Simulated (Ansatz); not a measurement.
## Response to strain in hypothetical ReO3 type LaBr3

Take LaBr3 in the ReO3 type structure (space group Pm-3m, No. 221; a = 5.803 Å; a hypothetical phase, not in the database extracts checked) as the base.

Strains are applied to the cell and any free atomic positions relax.

Calculations: PBEsol, PAW, 420 eV (Ansatz, an electronic-structure program; no SOC).

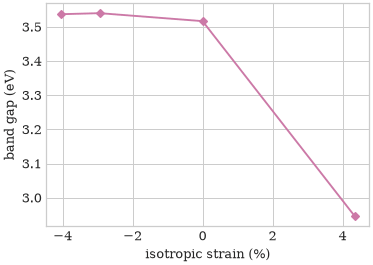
Band gap against isotropic strain

```csv
isotropic strain (%),band gap
-4.05,3.54 eV
-2.94,3.54 eV
4.35,2.95 eV
```

Stability against distortions was not tested.
